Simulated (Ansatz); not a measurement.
| atom | x (Å) | y (Å) | z (Å) |
| --- | --- | --- | --- |
| I | -1.9433 | -1.7567 | -0.2423 |
| Si | -0.2606 | 0.7391 | -0.9621 |
| Si | 0.5746 | -0.4552 | 1.0013 |
| H | -1.5728 | 1.4011 | -0.7949 |
| H | 0.7873 | 1.8072 | -0.9464 |
| H | -0.1395 | 0.0163 | -2.2470 |
| H | -0.3022 | -0.4153 | 2.1920 |
| H | 1.1301 | -1.8009 | 0.7398 |
| H | 1.7262 | 0.4644 | 1.2597 |

The product side of a reaction path; geometry: PBE0-D4/def2-TZVP; a saddle point, not a minimum; core potentials replace the inner electrons of I.

Computed with UKS PBE0-D4/def2-TZVPP (Ansatz).

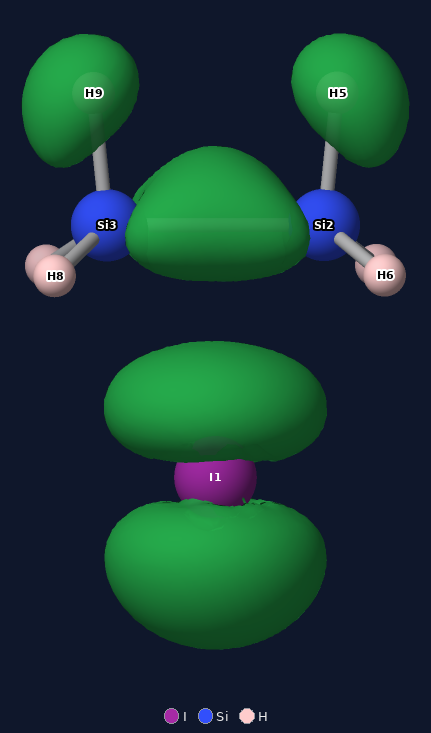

I···H6Si2 (doublet). Isosurfaces of the spin density (α minus β) at +0.015 (green) and −0.015 e/Å³ (red), seen across its widest extent.

Where is the unpaired spin?

The unpaired spin (1 electron) lies mostly on I1 (about 0.6), Si2 (about 0.1) and Si3 (about 0.1), in electrons by Hirshfeld's partition.
